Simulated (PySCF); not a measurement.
## A study: H6O2Si2, SMILES `O[SiH2]O[SiH3]`

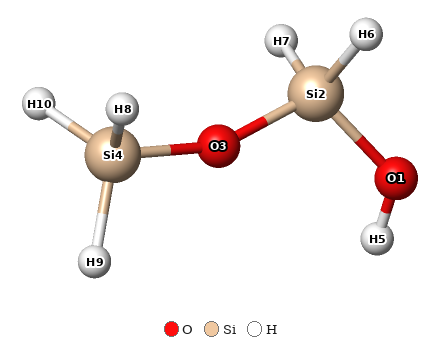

The molecule, with its atoms numbered as below. No frequency check shows the geometry to be a minimum.

Geometry (Å), atoms numbered from 1:

```
O1      -2.1907    0.7030    0.0873
Si2     -1.1303   -0.5151   -0.0148
O3       0.3744    0.0940   -0.0348
Si4      1.9890    0.1069    0.0146
H5      -2.0961    1.4961   -0.4340
H6      -1.3485   -1.2648    1.2087
H7      -1.2801   -1.2594   -1.2617
H8       2.4144   -0.5021    1.2733
H9       2.3391    1.5233   -0.0701
H10      2.4808   -0.6538   -1.1339
```

Part 1: Bonding charge

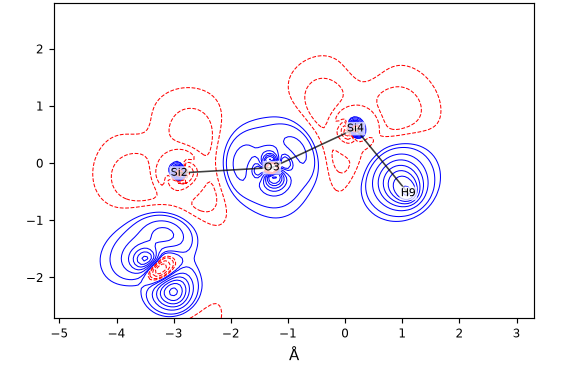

Deformation density (molecule less spherical, spin-averaged free atoms) in the plane of Si2, O3, Si4 and H9; contours at ±0.05 to ±0.8 e/Å³; solid blue lines: gain, dashed red lines: loss.

Computed with PySCF, CAM-B3LYP/cc-pVDZ, geometry: GFN2-xTB.

Question: Describe the bonding that the map shows.

Answer: Si4–H9: +0.17 e/Å³ at the bond critical point (bond length 1.46 Å, Mayer order 0.9). Si2–O3: −0.03 e/Å³ at the bond critical point (bond length 1.62 Å, Mayer order 1.1); up to 0.6 Å beside the axis the gain reaches +0.24 e/Å³. O3–Si4: −0.04 e/Å³ at the bond critical point (bond length 1.61 Å, Mayer order 1.1); up to 0.6 Å beside the axis the gain reaches +0.23 e/Å³. In all, 2.5 electrons gather in the regions of gain relative to the promolecule. A small or negative value marks a very polar bond, one between electron-rich atoms, whose free-atom densities already overlap strongly, a long bond to a heavier atom, or a closed-shell contact such as a hydrogen bond.

Question: Where do the Hirshfeld charges lie?

Answer: The highest Hirshfeld charge is on Si2 (+0.46 e), the lowest on O1 (−0.30 e).

Part 2: Electrostatic potential

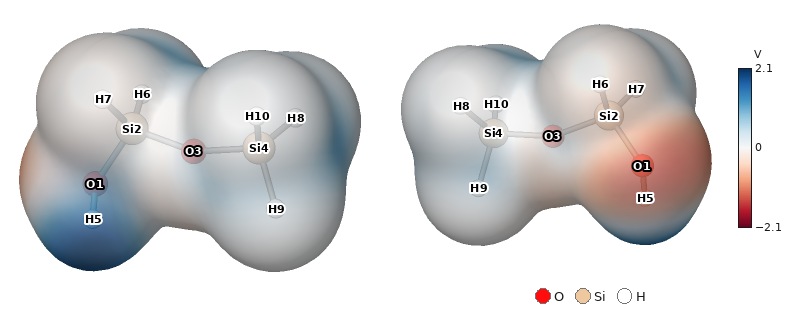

Electrostatic potential on the surface of electron density 0.001 a.u. (back view left, front view right).

Question: Where are the extremes of the potential on the surface?

Answer: Highest: 2.06 V, 1.2 Å from H5. Further maxima include 1.29 V, near Si4 (1.97 Å), H9 (1.99 Å) and H10 (2.07 Å); 1.05 V, off the Si2–O3 bond (2.0 to 2.2 Å from its atoms). Lowest: −1.27 V, 1.7 Å from O1. Further minima include −0.12 V, 1.5 Å from H7; −0.04 V, 1.5 Å from H8. The surface is sampled at points, so like sites can differ by a few per cent and only the strongest of them is named.

Question: What volume does the surface enclose, and what is the dipole moment?

Answer: About 118 Å³; the dipole moment is 1.2 D.

Part 3: Excited states

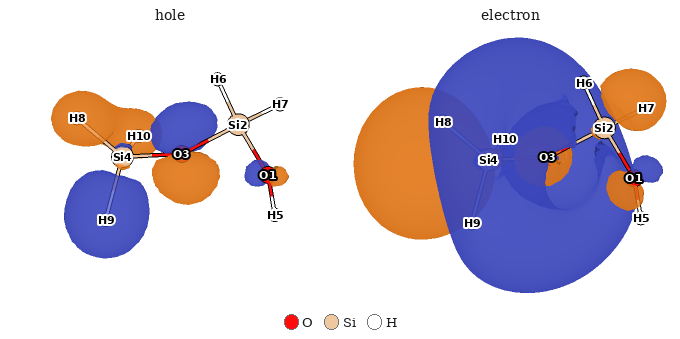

Leading natural transition orbital pair of S₃ (TDA singlet states); the surfaces enclose about 70 % of each orbital's density.

Level of theory: M06-2X/6-31+G* (PySCF), at a geometry from GFN2-xTB.

Question: Where does the state lie, and where do hole and electron sit?

Answer: 7.72 eV (161 nm), f = 0.003, partly diffuse acceptor orbital; the leading pair carries 97 %; hole on O3 (29 %), Si4 (25 %) and H9 (23 %), electron on Si4 (53 %), Si2 (15 %) and O3 (8 %) (atom shares of so diffuse an orbital are rough); their centroids lie 0.3 Å apart. In canonical orbitals it is mainly HOMO−1 → LUMO (48 %). The HOMO–LUMO gap is 10.10 eV.

The PySCF runs shown took 30 s and 9.6 min on 1 thread of Intel(R) Xeon(R) Processor @ 2.50GHz (Skylake/Cascade Lake) (shared host).
